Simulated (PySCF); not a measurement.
# One shape, several levels: AlSiH4Cl (SMILES [SiH3][AlH][Cl])

We compute a comparison of 6 runs (HF/6-31G**, B3LYP/cc-pVDZ, CAM-B3LYP/def2-SVP, M06-2X/def2-SVP, PBE0/def2-SVP, r2SCAN/6-311+G**) of AlSiH4Cl. Input form: a Python script.

The calculation is run with PySCF 2.14.0.

**1. The molecule**

The species is AlSiH4Cl (7 atoms), meant as a singlet with charge 0. As SMILES, `[SiH3][AlH][Cl]`. Geometry: relaxed at PBE0-D4/def2-TZVP.

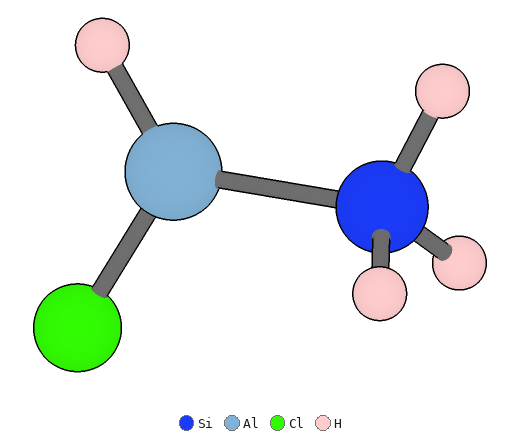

The structure, seen from a chosen angle (silicon blue, aluminium light blue, chlorine green, hydrogen pink).

**2. Energy and gradient at HF/6-31G(d,p) (spherical functions) (run 1)**

job.py

```python
# [SiH3][AlH][Cl]
from pyscf import gto

mol = gto.M(
    atom='''
Si  -0.861200   0.582500  -0.311200
Al   1.094800  -0.612400   0.543100
Cl   1.783400  -2.223100  -0.622900
H   -2.012700  -0.351800  -0.455300
H   -0.567600   1.154700  -1.655100
H   -1.276600   1.696100   0.586300
H    1.901100  -0.314000   1.869500
''',
    charge=0,
    verbose=3,
    basis='6-31g**',
    max_memory=1860,
    spin=0,
)

mf = mol.RHF()
mf.conv_tol = 1e-10
mf.kernel()
if not mf.converged:
    mf = mf.newton().run(mf.mo_coeff, mf.mo_occ)

etot = mf.e_tot
print('E = %.10f Eh' % etot)
grad = mf.nuc_grad_method().kernel()
dip = mf.dip_moment()
pop, q = mf.mulliken_pop()
```

The run is started by

```sh
$ OMP_NUM_THREADS=1 python job.py
```

The program printed:

```text
converged SCF energy = -992.691968399126
[... 11 lines left out ...]
Dipole moment(X, Y, Z, Debye): -0.56263,  1.38539,  1.03938
[... 82 lines left out ...]
charge of    6H =     -0.16224
```

Wall time 7.8 s (1 thread of Intel Xeon at 2.70GHz, shared host); peak memory 0.15 GiB.

**3. Energy and forces at B3LYP/cc-pVDZ (run 2)**

job.py

```python
import pyscf.grad
from pyscf import gto, dft

mol = gto.Mole()
mol.atom = [
    ('Si', (-0.861200, 0.582500, -0.311200)),
    ('Al', (1.094800, -0.612400, 0.543100)),
    ('Cl', (1.783400, -2.223100, -0.622900)),
    ('H', (-2.012700, -0.351800, -0.455300)),
    ('H', (-0.567600, 1.154700, -1.655100)),
    ('H', (-1.276600, 1.696100, 0.586300)),
    ('H', (1.901100, -0.314000, 1.869500)),
]
mol.max_memory = 1860
mol.spin = 0
mol.charge = 0
mol.verbose = 4
mol.basis = 'cc-pvdz'
mol.build()

ks = dft.RKS(mol)
ks.xc = 'b3lyp'
ks.conv_tol = 1e-10
ks.grids.level = 5
ks.kernel()
if not ks.converged:
    ks = ks.newton().run(ks.mo_coeff, ks.mo_occ)

e_tot = ks.e_tot
print('E(%s) = %.9f' % ('B3LYP', e_tot))
grad = ks.Gradients().kernel()
ks.analyze()
```

The run is started by

```sh
$ OMP_NUM_THREADS=1 python job.py
```

The program printed:

```text
PySCF version 2.14.0

[... 73 lines left out ...]
converged SCF energy = -994.633936300651
[... 27 lines left out ...]
MO #4   energy= -9.44684111177856  occ= 2
[... 9 lines left out ...]
MO #14  energy= -2.72954471767193  occ= 2
[... 9 lines left out ...]
MO #24  energy= -0.276983499598892 occ= 2
[... 9 lines left out ...]
MO #34  energy= 0.190411854038091  occ= 0
[... 9 lines left out ...]
MO #44  energy= 0.443764612688846  occ= 0
[... 9 lines left out ...]
MO #54  energy= 0.749263949661033  occ= 0
[... 9 lines left out ...]
MO #64  energy= 1.35982468792836   occ= 0
[... 9 lines left out ...]
MO #74  energy= 1.97586018545312   occ= 0
[... 84 lines left out ...]
Dipole moment(X, Y, Z, Debye): -0.44260,  0.98980,  0.69428
```

Run time: 25 s. Hardware: 1 thread of Intel Xeon at 2.70GHz, shared host; peak memory 0.73 GiB.

Run 3 isn't shown in full; the table further down has it.

**4. Energy and forces at M06-2X/def2-SVP (run 4)**

input.py

```python
# [SiH3][AlH][Cl]
import pyscf.grad
from pyscf import gto, dft

mol = gto.Mole()
mol.atom = [
    ('Si', (-0.861200, 0.582500, -0.311200)),
    ('Al', (1.094800, -0.612400, 0.543100)),
    ('Cl', (1.783400, -2.223100, -0.622900)),
    ('H', (-2.012700, -0.351800, -0.455300)),
    ('H', (-0.567600, 1.154700, -1.655100)),
    ('H', (-1.276600, 1.696100, 0.586300)),
    ('H', (1.901100, -0.314000, 1.869500)),
]
mol.spin = 0
mol.max_memory = 1860
mol.basis = 'def2-svp'
mol.verbose = 4
mol.charge = 0
mol.build()

calc0 = dft.RKS(mol, xc='m06-2x')
calc0.conv_tol = 1e-10
calc0.grids.level = 5
calc0.kernel()
if not calc0.converged:
    calc0 = calc0.newton().run(calc0.mo_coeff, calc0.mo_occ)

etot = calc0.e_tot
print('Final energy', etot)
grad = calc0.Gradients().kernel()
calc0.analyze()
```

The run is started by

```sh
$ OMP_NUM_THREADS=1 python input.py
```

The program printed:

```text
PySCF version 2.14.0

[... 75 lines left out ...]
Final energy -994.2098347847307
[... 26 lines left out ...]
MO #4   energy= -9.79202189674708  occ= 2
[... 9 lines left out ...]
MO #14  energy= -2.91724794029285  occ= 2
[... 9 lines left out ...]
MO #24  energy= -0.323846041324121 occ= 2
[... 9 lines left out ...]
MO #34  energy= 0.309340900791589  occ= 0
[... 9 lines left out ...]
MO #44  energy= 0.551196959994333  occ= 0
[... 9 lines left out ...]
MO #54  energy= 0.886284539922191  occ= 0
[... 9 lines left out ...]
MO #64  energy= 1.53911528773493   occ= 0
[... 9 lines left out ...]
MO #74  energy= 2.1692815913104    occ= 0
[... 84 lines left out ...]
Dipole moment(X, Y, Z, Debye): -0.37423,  0.93653,  0.70987
```

Run time: 31 s. Hardware: 1 thread of Intel Xeon at 2.70GHz, shared host; peak memory 0.73 GiB.

Run 5 isn't shown in full; the table further down has it.

**5. Energy and gradient at r2SCAN/6-311+G(d,p) (run 6)**

run.py

```python
import pyscf.grad
from pyscf import gto, dft

mol = gto.M(
    atom='''
Si    -1.627432     1.100765    -0.588083
Al     2.068872    -1.157268     1.026310
Cl     3.370138    -4.201050    -1.177110
H     -3.803452    -0.664806    -0.860392
H     -1.072609     2.182067    -3.127686
H     -2.412424     3.205164     1.107946
H      3.592558    -0.593374     3.532843
''',
    basis='6-311+g**',
    max_memory=1860,
    unit='bohr',
    charge=0,
    verbose=3,
)

mf = dft.RKS(mol)
mf.xc = 'r2scan'
mf.grids.level = 5
mf.conv_tol = 1e-10
mf.kernel()
if not mf.converged:
    mf = mf.newton().run(mf.mo_coeff, mf.mo_occ)

e_tot = mf.e_tot
print('Final energy', e_tot)
grad = mf.Gradients().kernel()
mf.analyze()
```

The run is started by

```sh
$ OMP_NUM_THREADS=1 python run.py
```

The program printed:

```text
converged SCF energy = -994.510191427046
[... 13 lines left out ...]
MO #2   energy= -65.8099488276688  occ= 2
[... 13 lines left out ...]
MO #16  energy= -0.776459591386015 occ= 2
[... 13 lines left out ...]
MO #30  energy= 0.0319444337819576 occ= 0
[... 13 lines left out ...]
MO #44  energy= 0.201236253744216  occ= 0
[... 13 lines left out ...]
MO #58  energy= 0.50371546115607   occ= 0
[... 13 lines left out ...]
MO #72  energy= 0.859511401545511  occ= 0
[... 13 lines left out ...]
MO #86  energy= 1.6098331812413    occ= 0
[... 13 lines left out ...]
MO #100 energy= 4.27188904549361   occ= 0
[... 13 lines left out ...]
MO #114 energy= 216.00251616265    occ= 0
[... 8 lines left out ...]
Dipole moment(X, Y, Z, Debye): -0.55132,  1.16362,  0.77856
```

Wall time 53 s (1 thread of Intel Xeon at 2.70GHz, shared host); peak memory 1.2 GiB.

**6. All runs side by side**

| run | level | integration grid | energy (Eh) | dipole moment (D) | HOMO energy (eV) | LUMO energy (eV) | wall time |
| --- | --- | --- | --- | --- | --- | --- | --- |
| 1 | HF/6-31G** (spherical functions) | – | -992.691968 | 1.82 | -10.40 | 0.76 | 7.8 s |
| 2 | B3LYP/cc-pVDZ | 5 | -994.633936 | 1.29 | -7.54 | -2.12 | 25 s |
| 3 | CAM-B3LYP/def2-SVP | 5 | -994.278571 | 1.13 | -9.00 | -0.92 | 25 s |
| 4 | M06-2X/def2-SVP | 5 | -994.209835 | 1.23 | -8.81 | -1.30 | 31 s |
| 5 | PBE0/def2-SVP | 5 | -993.871496 | 1.15 | -7.79 | -1.96 | 22 s |
| 6 | r2SCAN/6-311+G** | 5 | -994.510191 | 1.50 | -7.02 | -2.60 | 53 s |

**7. Results**

```
                       quantity          value
            run 6: total energy  -994.51019 Eh
           run 6: dipole moment         1.50 D
             run 6: HOMO energy       -7.02 eV
             run 6: LUMO energy       -2.60 eV
           run 6: HOMO–LUMO gap        4.43 eV
run 6: largest force on an atom     0.137 eV/Å
```

**Reading.** The dipole moment (its size) runs from 1.13 D (CAM-B3LYP/def2-SVP) to 1.82 D (HF/6-31G**). The two ends differ in method and basis. The HOMO–LUMO gap runs from 4.43 eV (r2SCAN/6-311+G**) to 11.16 eV (HF/6-31G**). Totals of different functionals can't be ranked against each other. All runs together took 2.7 min, the longest 53 s.
